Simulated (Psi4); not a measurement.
**SiF4 (silicon tetrafluoride): MP2/def2-TZVP (density fitting, density fitting for correlation, sweep point 1)**

Aim: the vertical singlet–triplet gap of SiF4 (silicon tetrafluoride) at MP2/def2-TZVP (density fitting, density fitting for correlation, sweep point 1), from 2 runs. 

The calculation is run with Psi4 1.11.

## Step 1: The structure to begin with

The species is SiF4 (5 atoms), meant as a singlet with charge 0. As SMILES, `F[Si](F)(F)F`. The shape is that of a PBE0-D4/def2-TZVP optimisation.

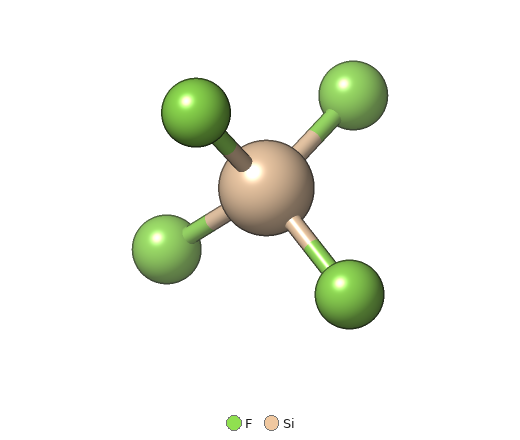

Viewed from a chosen angle; fluorine green, silicon light orange.

## Step 2: A single-point energy at MP2/def2-TZVP (density fitting, density fitting for correlation, sweep point 1)

File input.in:

```
memory 1.6 GB

molecule system {
  F      0.27060878    -1.49653081     2.52932283
  Si     0.00000000     0.00000000     0.00000000
  F     -1.97873223     2.16264037     0.34345772
  F     -0.90183400    -1.82889584    -2.13357638
  F      2.60995744     1.16278628    -0.73920417
  units au
  symmetry c1
}

set globals {
  reference       rhf
  puream          true
  scf_type        df
  num_frozen_docc 9
}

e = energy('mp2/def2-TZVP')
print_variables()
```

Run with:

```bash
psi4 input.in input.out -n 1
```

input.out (excerpt; [...] marks lines left out):

```text
[...]
  Running in c1 symmetry.
[...]
  Nuclear repulsion =  271.610939672797542
[...]
  Multiplicity = 1
[...]
  Nalpha       = 25
  Nbeta        = 25
[...]
    Number of basis functions: 161
[...]
   @DF-RHF iter   1:  -687.08411302817069   -1.00886e+00   3.53440e-03 DIIS/ADIIS
[...]
   @DF-RHF iter   9:  -687.18012264101014   -8.86757e-12   4.60791e-09 DIIS
[...]
    Orbital Energies [Eh]
    ---------------------
    Doubly Occupied:
       1A    -68.929318     2A    -26.339217     3A    -26.339217
       4A    -26.339216     5A    -26.339196     6A     -6.263558
       7A     -4.373274     8A     -4.373274     9A     -4.373274
      10A     -1.672919    11A     -1.635951    12A     -1.635949
      13A     -1.635948    14A     -0.859471    15A     -0.782350
      16A     -0.782348    17A     -0.782348    18A     -0.729912
      19A     -0.729909    20A     -0.713270    21A     -0.713270
      22A     -0.713270    23A     -0.678820    24A     -0.678820
      25A     -0.678820
[...]
  @DF-RHF Final Energy:  -687.18012264101014
   => Energetics <=
    Nuclear Repulsion Energy =            271.6109396727975422
    One-Electron Energy =               -1499.3962922812302168
    Two-Electron Energy =                 540.6052299674225878
    Total Energy =                       -687.1801226410101435
[...]
 Multipole Moments:
 ------------------------------------------------------------------------------------
     Multipole            Electronic (a.u.)      Nuclear  (a.u.)        Total (a.u.)
 ------------------------------------------------------------------------------------
 L = 1.  Multiply by 2.5417464519 to convert [e a0] to [Debye]
 Dipole X            :         -0.0000015            0.0000000           -0.0000015
 Dipole Y            :         -0.0000041           -0.0000000           -0.0000041
 Dipole Z            :          0.0000010           -0.0000000            0.0000010
 Magnitude           :                                                    0.0000045
[...]
```

It took 4.5 s on 1 thread of Intel Xeon at 2.70GHz, shared host; peak memory 0.29 GiB.

## Step 3: The triplet at the same level

File calc.dat:

```
memory 1.6 GB

molecule {
  0 3
  F      0.27060878    -1.49653081     2.52932283
  Si     0.00000000     0.00000000     0.00000000
  F     -1.97873223     2.16264037     0.34345772
  F     -0.90183400    -1.82889584    -2.13357638
  F      2.60995744     1.16278628    -0.73920417
  units bohr
  symmetry c1
}

set {
  reference       uhf
  puream          true
  scf_type        df
  num_frozen_docc 9
  maxiter         100
}

e_tot, wfn = energy('mp2/def2-TZVP', return_wfn=True)
```

Run with:

```bash
psi4 -n 1 calc.dat calc.out
```

calc.out (excerpt; [...] marks lines left out):

```text
[...]
  Running in c1 symmetry.
[...]
  Nuclear repulsion =  271.610939672797542
[...]
  Multiplicity = 3
[...]
  Nalpha       = 26
  Nbeta        = 24
[...]
    Number of basis functions: 161
[...]
   @DF-UHF iter   1:  -686.58831330371515   -5.13059e-01   2.62742e-03 ADIIS/DIIS
[...]
   @DF-UHF iter  45:  -686.69921950597814   -1.84173e-11   6.89784e-09 DIIS
[...]
   @S^2 Observed:                2.042368323E+00
[...]
    Orbital Energies [Eh]
    ---------------------
    Alpha Occupied:
       1A    -68.923546     2A    -26.500361     3A    -26.500354
       4A    -26.328304     5A    -26.328295     6A     -6.264455
       7A     -4.372654     8A     -4.369778     9A     -4.367836
      10A     -1.820125    11A     -1.805231    12A     -1.649103
      13A     -1.631886    14A     -0.971162    15A     -0.911760
      16A     -0.909771    17A     -0.893611    18A     -0.859915
      19A     -0.838752    20A     -0.794157    21A     -0.752752
      22A     -0.721160    23A     -0.708076    24A     -0.689899
      25A     -0.676013    26A     -0.134329
    Alpha Virtual:
[...]
  @DF-UHF Final Energy:  -686.69921950597814
   => Energetics <=
    Nuclear Repulsion Energy =            271.6109396727975422
    One-Electron Energy =               -1497.1896007279890455
    Two-Electron Energy =                 538.8794415492134249
    Total Energy =                       -686.6992195059781352
  UHF NO Occupations:
  HONO-2 :   24  A 1.9809535
  HONO-1 :   25  A 1.0000000
[...]
 Multipole Moments:
 ------------------------------------------------------------------------------------
     Multipole            Electronic (a.u.)      Nuclear  (a.u.)        Total (a.u.)
 ------------------------------------------------------------------------------------
 L = 1.  Multiply by 2.5417464519 to convert [e a0] to [Debye]
 Dipole X            :          0.0218418            0.0000000            0.0218418
 Dipole Y            :         -0.0085525           -0.0000000           -0.0085525
 Dipole Z            :         -0.0367137           -0.0000000           -0.0367137
 Magnitude           :                                                    0.0435672
[...]
```

Run time: 9.6 s. Hardware: 1 thread of Intel Xeon at 2.70GHz, shared host; peak memory 0.3 GiB.

## Step 4: Results

At MP2/def2-TZVP (density fitting, density fitting for correlation, sweep point 1), 9 core orbitals frozen:

| quantity | value |
| --- | --- |
| singlet: total energy | -688.28028 Eh |
| singlet: HOMO energy (Hartree–Fock orbitals) | -18.47 eV |
| singlet: LUMO energy (Hartree–Fock orbitals) | 3.99 eV |
| singlet: HOMO–LUMO gap (Hartree–Fock orbitals) | 22.46 eV |
| singlet: correlation energy (9 core orbitals frozen) | -1100.2 mEh |
| triplet: total energy | -687.81038 Eh |
| triplet: HOMO energy (Hartree–Fock orbitals) (highest over α and β) | -3.66 eV |
| triplet: correlation energy (9 core orbitals frozen) | -1111.2 mEh |
| triplet: ⟨S²⟩ of the reference determinant | 2.042 |
| vertical energy of the triplet above the singlet | 12.787 eV |

What this shows: At this shape the triplet lies 12.79 eV (1234 kJ/mol) above the singlet.
